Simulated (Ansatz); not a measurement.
System: CH3AlN (charge +1).

The calculation's input:

```
crystal:
  periodic: [false, false, false]
  atoms:
    - { symbol: C, position_ang: [-0.63153, -0.60717, -0.23161] }
    - { symbol: "N", position_ang: [0.40202, 0.06131, -0.70436] }
    - { symbol: Al, position_ang: [0.17853, 0.56895, 1.10448] }
    - { symbol: H, position_ang: [-1.20603, -1.3126, -0.84104] }
    - { symbol: H, position_ang: [0.70607, -0.06025, -1.67639] }
    - { symbol: H, position_ang: [0.55094, 1.34977, 2.34892] }
total_charge: 1
basis:
  gaussian: { orbitals: def2-mTZVP }
hamiltonian:
  xc: pbe0
relax:
  f_tol: 0.02
  max_steps: 50
output:
  orbitals: {}
```

Launched as:

```sh
ansatz run input.yaml --threads 1 --pin off --max-ram 2048MiB --backend cpu --events-out ev --progress --plain --runs-dir out
```

The fields are those of the run's last geometry, not of the input's.

Computed with RKS PBE0/def2-mTZVP (Ansatz 0.2.0).

Predict the electron density and electron localisation function between the atoms.

Answer. C–N (1.30 Å): ρ is about 2.6 e/Å³ halfway; the ELF peaks at about 0.90 between the atoms; a covalent bond.
Al–N (1.85 Å): ρ at the midpoint is about 0.66 e/Å³; the ELF peaks at about 0.85 in the valence shell of N, 0.6 Å from its nucleus, and is about 0.40 at the midpoint.
C–Al (1.89 Å): the density is about 0.67 e/Å³ at the midpoint; the ELF peaks at about 0.80 in the valence shell of C, 0.7 Å from its nucleus, and is about 0.50 at the midpoint.
N–H (1.02 Å): ρ is about 2.9 e/Å³ halfway; the ELF climbs to about 1 towards the hydrogen, as it does in any bond to H; a covalent bond by its length.

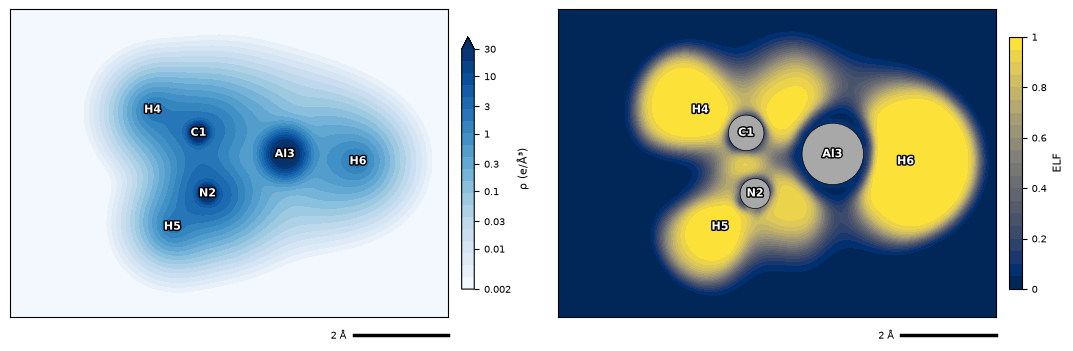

Computed electron density and electron localisation function on the molecular plane, in this order. Grey discs cover the atomic cores in the ELF map. 
